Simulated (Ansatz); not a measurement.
## TaN$_{4}$H$_{10}$SF: nudged elastic band (part 2 of 2)

Continued. System: TaN$_{4}$H$_{10}$SF. Method: RKS PBE/def2-SVP (Ansatz 0.2.0). It belongs to a series of runs on one base structure; here: band between the two ends.

Geometry of the input (Å):
```
Ta -0.1025  0.1506  -0.1135
N  1.9118  -0.1572  0.1243
H  2.3912  0.1466  0.9809
H  2.5841  -0.2079  -0.6479
F  0.0648  0.6261  1.7680
N  0.1883  0.2399  -2.1095
H  -0.1634  -0.4704  -2.7622
H  0.7187  0.9388  -2.6439
N  -1.2253  1.8160  -0.1785
H  -1.3615  2.4137  0.6447
H  -1.5468  2.2872  -1.0283
N  -1.1358  -1.5283  -0.0787
H  -2.1540  -1.6474  -0.0529
H  -0.6494  -2.4217  0.1205
S  1.5786  -3.5397  0.8701
H  1.2752  -3.2138  2.1570
H  1.8463  -2.2104  0.5631
```

### Log, continued
```
NEB iter  24: max|band force component| = 4.226e-2 eV/Å  barrier→ = 0.1310 eV  barrier← = 0.8332 eV  CI = image 1  Δτ_max = 0.0197 Å  (232 SCF iters)
the calculation of the forces begins
reference -21209.62649649 eV, -779.4393973446 hartree; 38, 38 occupied and 132, 132 virtual orbitals, 1925 factors
1925 factors; their error is unknown
mean field evaluation 1600: about -21208.8527 eV, gradient 1.2e-2 eV
mean field -21208.85267823 eV, -779.4109600481 hartree, gradient 2.4e-5 eV, S^2 0.000000; 1 other end points of the search recorded, 0 dependent functions left out
the calculation of the forces begins
reference -21208.85275035 eV, -779.4109626988 hartree; 38, 38 occupied and 132, 132 virtual orbitals, 1925 factors
NEB iter  25: max|band force component| = 4.209e-2 eV/Å  barrier→ = 0.1300 eV  barrier← = 0.8323 eV  CI = image 1  Δτ_max = 0.0000 Å  (285 SCF iters)
```

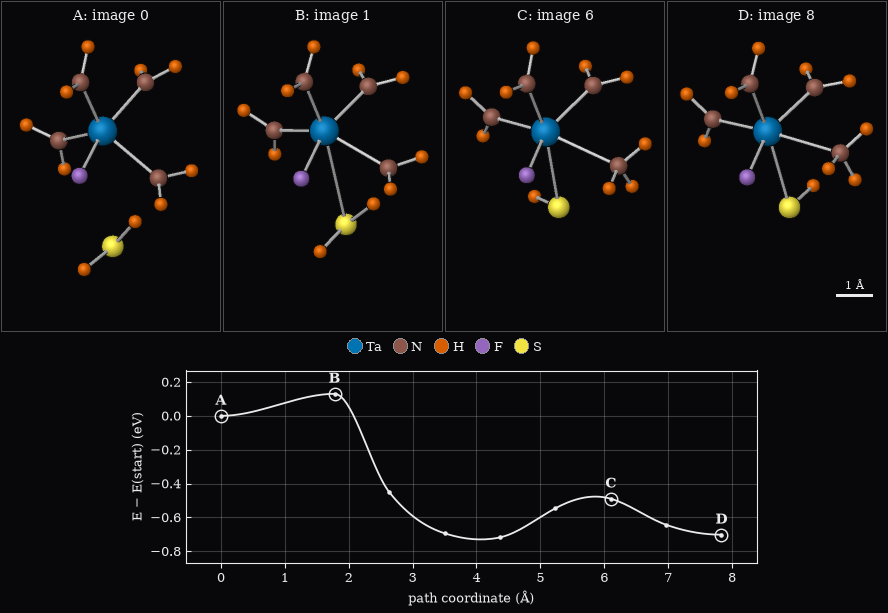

Figure 1. Images of the last band (counted from 0; ball-and-stick, seen at a tilt) above the energy along the path; the line is a cubic interpolation that uses the forces. The highest image is number 1, 0.130 eV above the start and 0.832 eV above the end (the climbing image); the end lies 0.702 eV below the start. A further maximum stands at image 6, −0.490 eV from the start, so the path isn't one elementary step. The path is 7.83 Å long. The band converged in 25 iterations.

```
Total energy: -21208.85275035 eV, -779.4109626988 hartree
Atom 0 at    -0.081249    -0.102063    -0.009316 Å, force    -0.000891     0.037630     0.003573 eV/Å
Atom 1 at     2.026401    -0.001218     0.140316 Å, force    -0.015119     0.007304    -0.015889 eV/Å
Atom 2 at     2.439259     0.420307     0.981092 Å, force     0.000436     0.002852     0.000172 eV/Å
Atom 3 at     2.673189     0.093293    -0.649025 Å, force     0.003104    -0.001956     0.004037 eV/Å
Atom 4 at     0.109431     0.166544     1.909843 Å, force     0.002314    -0.011420     0.005178 eV/Å
Atom 5 at     0.309464    -0.109201    -1.990761 Å, force    -0.004868    -0.009007    -0.012431 eV/Å
Atom 6 at    -0.231429    -0.664692    -2.662893 Å, force    -0.001008     0.000309     0.001364 eV/Å
Atom 7 at     1.065526     0.367520    -2.495318 Å, force     0.004130    -0.000010     0.009700 eV/Å
Atom 8 at    -1.086499     1.601811    -0.066035 Å, force    -0.000420    -0.003994    -0.001262 eV/Å
Atom 9 at    -1.289307     2.139000     0.784460 Å, force     0.000538    -0.002429     0.003258 eV/Å
Atom 10 at    -1.314058     2.135192    -0.908496 Å, force     0.003930    -0.000371    -0.001615 eV/Å
Atom 11 at    -1.465533    -1.527550    -0.127719 Å, force     0.041000    -0.013115    -0.000681 eV/Å
Atom 12 at    -2.480843    -1.384233    -0.145291 Å, force    -0.002109     0.002548     0.002780 eV/Å
Atom 13 at    -1.223942    -2.522514    -0.059582 Å, force    -0.030855    -0.008111    -0.004954 eV/Å
Atom 14 at     1.478122    -2.990729     0.587925 Å, force    -0.003445     0.012517     0.006996 eV/Å
Atom 15 at     1.289964    -2.771236     1.918951 Å, force     0.003650     0.002288    -0.009264 eV/Å
Atom 16 at     2.001703    -1.627932     0.405051 Å, force    -0.000385    -0.015036     0.009036 eV/Å
Dipole moment:    -0.222132     0.470426    -0.519284 e Å
this run last wrote the band of iteration 25 to [file]; this run last wrote the band within `neb.f_tol` of iteration 24 to [file]
```

### The last band as extended XYZ (Å, eV, eV/Å)
```
17
Properties=species:S:1:pos:R:3:forces:R:3 image=0 energy=-21208.98272
Ta   -0.1025    0.1506   -0.1135    0.0034  -0.0050  -0.0026
N     1.9118   -0.1572    0.1243    0.0181   0.0015  -0.0015
H     2.3912    0.1466    0.9809   -0.0056   0.0030   0.0010
H     2.5841   -0.2079   -0.6479   -0.0006  -0.0023   0.0017
F     0.0648    0.6261    1.7680   -0.0037  -0.0003   0.0145
N     0.1883    0.2399   -2.1095   -0.0047   0.0048  -0.0258
H    -0.1634   -0.4704   -2.7622    0.0066   0.0208   0.0168
H     0.7187    0.9388   -2.6439   -0.0081  -0.0189   0.0123
N    -1.2253    1.8160   -0.1785   -0.0033   0.0166  -0.0099
H    -1.3615    2.4137    0.6447    0.0060  -0.0107  -0.0103
H    -1.5468    2.2872   -1.0283   -0.0034  -0.0029   0.0045
N    -1.1358   -1.5283   -0.0787   -0.0083  -0.0278   0.0067
H    -2.1540   -1.6474   -0.0529    0.0118   0.0036  -0.0008
H    -0.6494   -2.4217    0.1205   -0.0059   0.0215  -0.0005
S     1.5786   -3.5397    0.8701    0.0015  -0.0060   0.0096
H     1.2752   -3.2138    2.1570    0.0009  -0.0034  -0.0088
H     1.8463   -2.2104    0.5631   -0.0048   0.0056  -0.0069
17
Properties=species:S:1:pos:R:3:forces:R:3 image=2 energy=-21209.43419
Ta   -0.0860   -0.2984    0.0132    0.0074  -0.1294   0.0099
N     2.1999   -0.0646    0.1706    0.1074  -0.0387   0.0223
H     2.5056    0.4467    1.0084    0.0562   0.0295   0.0018
H     2.7655    0.2092   -0.6402    0.0643   0.0584  -0.0017
F     0.1716    0.1101    1.8984    0.0420  -0.0182  -0.0070
N     0.3395   -0.1661   -1.9513    0.0107  -0.0571   0.0278
H    -0.2170   -0.6759   -2.6468    0.0112  -0.0139   0.0021
H     1.0585    0.3755   -2.4440    0.0019  -0.0200   0.0260
N    -1.0246    1.4771   -0.0177    0.0362  -0.0530   0.0282
H    -1.2928    2.0020    0.8254    0.0161  -0.0912   0.0171
H    -1.3072    2.0046   -0.8516    0.0269  -0.1010   0.0118
N    -1.5904   -1.5625   -0.1489   -0.0703  -0.0345  -0.0180
H    -2.5968   -1.3808   -0.1747   -0.0822   0.0274  -0.0184
H    -1.3584   -2.5589   -0.0466   -0.1246  -0.0203   0.0113
S     1.1593   -2.8187    0.4615   -0.2233   0.1225  -0.0390
H     1.1888   -2.7522    1.8239   -0.0770   0.0303  -0.0356
H     2.3048   -1.1248    0.3336    0.1969   0.3093  -0.0388
17
Properties=species:S:1:pos:R:3:forces:R:3 image=3 energy=-21209.67690
Ta   -0.0745   -0.4623    0.0171    0.0054  -0.0425   0.0030
N     2.2607    0.1281    0.1636    0.0229   0.0167  -0.0039
H     2.4594    0.6698    1.0152   -0.0035   0.0405  -0.0055
H     2.8057    0.5200   -0.6143    0.0033   0.0564   0.0033
F     0.2122   -0.0722    1.9067    0.0114  -0.0223   0.0063
N     0.3823   -0.3332   -1.9368    0.0083  -0.0243   0.0174
H    -0.1883   -0.7960   -2.6528    0.0044  -0.0140  -0.0080
H     1.1443    0.1737   -2.3983    0.0074  -0.0383  -0.0065
N    -0.9581    1.3507    0.0300    0.0109  -0.0131   0.0145
H    -1.2265    1.8613    0.8808    0.0148  -0.0205   0.0109
H    -1.2385    1.8887   -0.7974    0.0131  -0.0183   0.0117
N    -1.7256   -1.5520   -0.1699   -0.0093   0.0082  -0.0044
H    -2.6973   -1.2324   -0.2235   -0.0187   0.0240  -0.0051
H    -1.6657   -2.5740   -0.1106   -0.0660  -0.0024  -0.0091
S     1.1177   -2.7509    0.4080   -0.0127   0.0038  -0.0242
H     1.0316   -2.7485    1.7676   -0.0283   0.0019   0.0050
H     2.5809   -0.8485    0.3276    0.0368   0.0443  -0.0055
17
Properties=species:S:1:pos:R:3:forces:R:3 image=5 energy=-21209.52864
Ta    0.0018   -0.4403    0.0658   -0.0074  -0.0113  -0.0195
N     2.3282    0.1789    0.1688   -0.0071  -0.0087  -0.0033
H     2.4486    0.5786    1.1107   -0.0160   0.0107   0.0003
H     2.7322    0.8344   -0.5132    0.0085   0.0053   0.0054
F     0.2966    0.1525    1.9040   -0.0061  -0.0411   0.0046
N     0.4279   -0.3521   -1.8984    0.0040   0.0096  -0.0174
H    -0.1021   -0.9343   -2.5564    0.0095   0.0026  -0.0113
H     1.1489    0.1595   -2.4144   -0.0002   0.0161  -0.0100
N    -0.9496    1.3412   -0.0319    0.0084  -0.0015   0.0052
H    -1.2364    1.8862    0.7911    0.0037  -0.0082   0.0073
H    -1.2980    1.7899   -0.8861    0.0059   0.0032   0.0079
N    -1.6708   -1.5231    0.0050   -0.0051  -0.0078  -0.0057
H    -2.6194   -1.1360    0.0221   -0.0068   0.0093   0.0176
H    -1.6986   -2.5456    0.0571   -0.0039  -0.0002  -0.0388
S     1.2089   -2.6838    0.4478    0.0104  -0.0347  -0.1442
H     0.3229   -3.3910    1.1930   -0.0084   0.0438   0.1866
H     2.8789   -0.6928    0.1483    0.0105   0.0128   0.0153
17
Properties=species:S:1:pos:R:3:forces:R:3 image=6 energy=-21209.47259
Ta   -0.0003   -0.4111    0.1172   -0.0068  -0.0034   0.0053
N     2.3280    0.1619    0.1873   -0.0013  -0.0018  -0.0031
H     2.4991    0.5475    1.1272    0.0058   0.0024  -0.0008
H     2.7113    0.8224   -0.5013   -0.0055   0.0027   0.0004
F     0.3024    0.2921    1.9131   -0.0003   0.0106   0.0058
N     0.4272   -0.3858   -1.8544   -0.0035  -0.0111   0.0046
H    -0.1205   -0.9435   -2.5179   -0.0063  -0.0062   0.0044
H     1.1675    0.1017   -2.3679   -0.0005  -0.0161   0.0089
N    -0.9644    1.3541   -0.0525   -0.0002   0.0015  -0.0013
H    -1.2515    1.9184    0.7572    0.0044   0.0076  -0.0041
H    -1.3038    1.7826   -0.9200    0.0040  -0.0010  -0.0008
N    -1.6512   -1.5262    0.0147    0.0004   0.0059   0.0044
H    -2.5962   -1.1367   -0.0560    0.0008   0.0020  -0.0110
H    -1.6991   -2.5367    0.1749   -0.0022   0.0042   0.0211
S     1.1924   -2.5590    0.9315   -0.0045   0.0157   0.0645
H     0.3283   -3.5346    0.5478    0.0213  -0.0114  -0.0959
H     2.8511   -0.7249    0.1123   -0.0055  -0.0017  -0.0021
17
Properties=species:S:1:pos:R:3:forces:R:3 image=8 energy=-21209.68494
Ta   -0.1055   -0.5102    0.1519    0.0184   0.0035  -0.0123
N     2.1979    0.2897    0.2451    0.0082  -0.0082   0.0015
H     2.2479    0.8347    1.1176    0.0040  -0.0085  -0.0088
H     2.6380    0.8455   -0.4996   -0.0017   0.0149   0.0007
F     0.1557    0.0403    2.0062   -0.0007  -0.0039  -0.0001
N     0.4100   -0.6815   -1.7881    0.0164  -0.0074  -0.0048
H    -0.1833   -1.1816   -2.4594    0.0003   0.0000  -0.0005
H     1.2617   -0.3750   -2.2696   -0.0238  -0.0029   0.0132
N    -0.8042    1.3759   -0.0463    0.0058   0.0029   0.0072
H    -1.0027    1.9942    0.7498   -0.0037   0.0043  -0.0059
H    -0.9790    1.8715   -0.9269    0.0016   0.0012   0.0026
N    -1.8611   -1.4393    0.0310   -0.0022   0.0035  -0.0020
H    -2.7700   -0.9941   -0.1317    0.0016  -0.0032   0.0029
H    -1.9819   -2.4303    0.2652   -0.0018  -0.0035  -0.0035
S     1.0440   -2.6310    0.9931   -0.0040  -0.0080   0.0086
H     1.1986   -3.2208   -0.2257   -0.0033  -0.0012  -0.0026
H     2.7543   -0.5658    0.4007   -0.0151   0.0165   0.0039
```

### Summary

```csv
quantity,value
outcome,converged
"barrier, forward",0.130 eV
"barrier, backward",0.832 eV
hardware,"4 threads of Arm Neoverse V2, 24 GiB of memory available, shared host"
wall time,9.6 min (CPU time 36 min)
peak memory,0.28 GiB
```

### Notes

The order of the saddle point was not checked.
